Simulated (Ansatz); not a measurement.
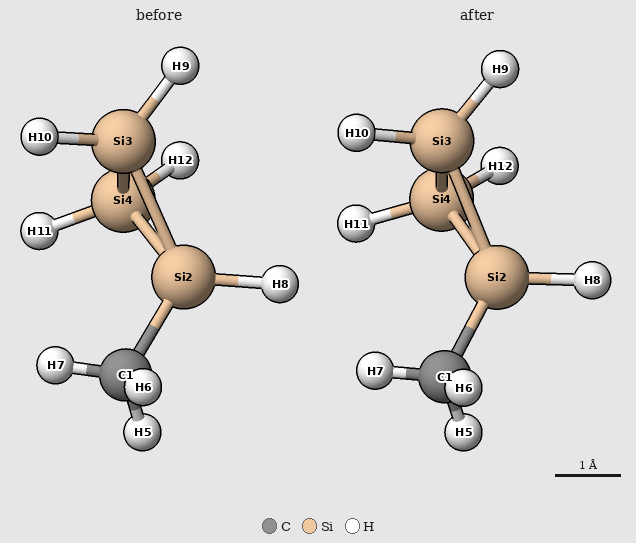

The structure of CH8Si3 before (left) and after (right) a relaxation, at one scale.

Style: ball-and-stick. Shown from a free direction.

The start comes from PBE-D4/def2-SVP.

These are results of RKS PBE0-D4/def2-TZVP (Ansatz 0.2.0), not measurements. Settings: force threshold 0.005 eV/Å; at most 150 steps.

**Describe what moved and what it gained.**

Over 6 accepted moves (7 points after the start) the energy falls by 0.040 eV. The largest force component goes from 0.47 to 0.0029 eV/Å. The line search rejected the trial step at point 5 of the run. The largest moves after the best rigid fit, 0.12 Å, are those of H10 and H11. Largest moves by element: H 0.12 Å, Si 0.07 Å, C 0.03 Å. Near-neighbour distances that change, for instance: C1–Si2 1.894 → 1.874 Å, Si2–Si3 2.348 → 2.328 Å, Si3–Si4 2.354 → 2.336 Å, Si2–H8 1.506 → 1.487 Å. Bond angles that change, for instance: C1–Si2–Si3 118.7° → 122.8°, Si3–Si2–H8 117.4° → 113.3°, Si3–Si4–H12 118.3° → 121.0°.
